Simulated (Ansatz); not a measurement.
System (SMILES): O=[SiH] (O-SiH), doublet.
Atoms: Si1, O2, H3. Bonds: Si1-O2, Si1-H3.

Basis-set convergence of the optimised Si1-O2 bond length at MP2 with Ansatz (a program for electronic structure). The reference of a correlated method is not its basis-set limit, which lies further on. Cartesian d functions, on some or all atoms, in 6-31G*; all else is spherical. Cores are frozen. Core-valence sets carry the plain set on hydrogen. Open shells are unrestricted. No added dispersion term, no relativity. Reference: the value in aug-cc-pV(Q+d)Z, 1.5326 Å, itself unsure by roughly 0.0010 Å (its mean distance from def2-QZVPP, cc-pV(Q+d)Z). Deviations are taken from unrounded values.

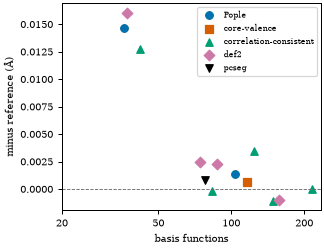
Figure. Deviation from the reference against the number of basis functions, by family of sets.

```
basis              functions  optimised Si1-O2 bond length (Å)  minus reference (Å)
-----------------  ---------  --------------------------------  -------------------
6-31G*                    36                            1.5472               0.0146
def2-SVP                  37                            1.5487               0.0161
cc-pV(D+d)Z               42                            1.5454               0.0128
def2-TZVP                 74                            1.5351               0.0025
pcseg-2                   78                            1.5334               0.0008
cc-pV(T+d)Z               83                            1.5324              -0.0002
def2-TZVPP                87                            1.5348               0.0022
6-311++G(3df,3pd)        104                            1.5339               0.0013
cc-pCVTZ                 116                            1.5333               0.0007
aug-cc-pV(T+d)Z          124                            1.5360               0.0034
cc-pV(Q+d)Z              149                            1.5315              -0.0011
def2-QZVPP               157                            1.5316              -0.0010
aug-cc-pV(Q+d)Z          215                            1.5326               0.0000
```
